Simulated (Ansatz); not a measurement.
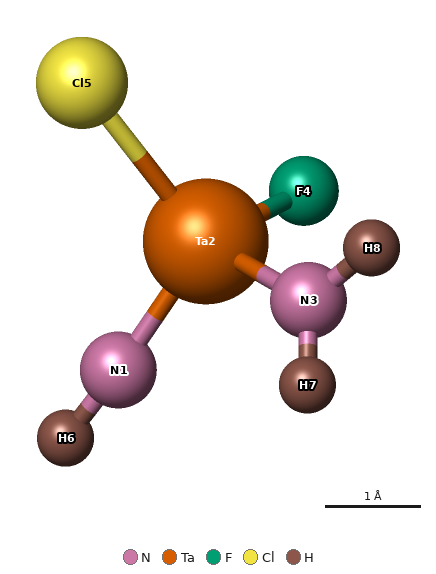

The structure as given in the input (ball-and-stick view, seen at a tilt; atoms are numbered from 1 in the order of the input). Sticks mark near contacts. Bond lengths as drawn: Cl–Ta 2.23 Å, F–Ta 1.81 Å, H–N 0.97 Å and N–Ta 1.69 to 1.88 Å.

## Single-point calculation of TaN$_{2}$H$_{3}$ClF (charge +3)

System: TaN$_{2}$H$_{3}$ClF, charge +3, multiplicity 2.
Method: UKS RPBE-d4/x2c-TZVPPall (Ansatz 0.2.0).

Some settings of this run were made unusual or wrong on purpose. The geometry comes from this level: PBE0-D4/def2-TZVP.

### Input
```yaml
crystal:
  periodic: [false, false, false]
  atoms:
    - {symbol: N, position_ang: [-0.741128, 1.296874, 0.623211]}
    - {symbol: Ta, position_ang: [-0.318827, 0.112043, -0.500155]}
    - {symbol: N, position_ang: [0.864026, -0.991783, 0.459572]}
    - {symbol: F, position_ang: [-1.768729, -0.836850, -1.027217]}
    - {symbol: Cl, position_ang: [0.705235, 1.014861, -2.259789]}
    - {symbol: H, position_ang: [-1.070224, 2.003787, 1.193303]}
    - {symbol: H, position_ang: [1.146743, -0.865608, 1.376011]}
    - {symbol: H, position_ang: [1.271416, -1.788236, 0.081496]}
basis:
  gaussian: {orbitals: x2c-TZVPPall}
total_charge: 3
magnetization: {spin_polarized: true, initial_magnetization: 1}
hamiltonian: {xc: {name: RPBE}, dispersion: d4}
```

Run on 4 threads of Intel Xeon @ 2.90GHz, 15 GiB of memory available, shared host.

Run as:
```bash
ansatz run in.yaml --threads 4 --pin off --events-out ev --progress --plain --max-ram 10444MiB
```

### The program's output
```
Functional definition: RPBE
  name "RPBE"
  cite "Hammer, Hansen & Nørskov, Phys. Rev. B 59, 7413 (1999) doi:10.1103/PhysRevB.59.7413"
  cite "Perdew, Burke & Ernzerhof, Phys. Rev. Lett. 77, 3865 (1996) doi:10.1103/PhysRevLett.77.3865"
  parameter kappa = 0.804
  parameter beta = 0.06672455060314922
  exchange = rpbe_x(kappa = kappa, mu = beta*pi^2/3)
  correlation = pbe_c(beta = beta)
1762 factors; their error is unknown
mean field evaluation 1: about -442882.1499 eV, gradient 1.5e2 eV
mean field evaluation 2: about -441031.1001 eV, gradient 5.4e2 eV
mean field evaluation 4: about -442943.1766 eV, gradient 8.6e1 eV
mean field evaluation 8: about -442967.0979 eV, gradient 4.1e1 eV
mean field evaluation 16: about -442979.3389 eV, gradient 2.2e0 eV
mean field evaluation 32: about -442979.3652 eV, gradient 1.4e-3 eV
mean field evaluation 64: about -441670.9085 eV, gradient 4.9e2 eV
mean field evaluation 96: about -442979.1564 eV, gradient 2.4e0 eV
mean field evaluation 128: about -442976.7640 eV, gradient 5.4e0 eV
mean field evaluation 160: about -442979.2477 eV, gradient 1.7e-1 eV
mean field -442979.36520001 eV, -16279.1914089022 hartree, gradient 1.1e-5 eV, S^2 1.768617; 12 other end points of the search recorded, 0 dependent functions left out
reference -442979.36525179 eV, -16279.1914108051 hartree; 57, 56 occupied and 217, 218 virtual orbitals, 1762 factors
Total energy: -442979.82238785 eV, -16279.2082102456 hartree
Relativity: scalar
```

### Outcome

| quantity | value |
| --- | --- |
| outcome | converged |
| total energy | −442979.8224 eV |
| mean-field energy | −442979.3653 eV |
| dispersion energy | −0.4571 eV |
| ⟨S²⟩ | 1.769 |
| SCF solution under orbital rotations | stable |
| wall time | 55 s (CPU time 3.2 min) |
| peak memory | 1.3 GiB |

### Diagnosis

This input holds a deliberate fault: charge. The program still converged, but the numbers can't be taken as results for the intended system. ⟨S²⟩ is 1.77 against 0.75 for a pure state: the solution is spin-contaminated.
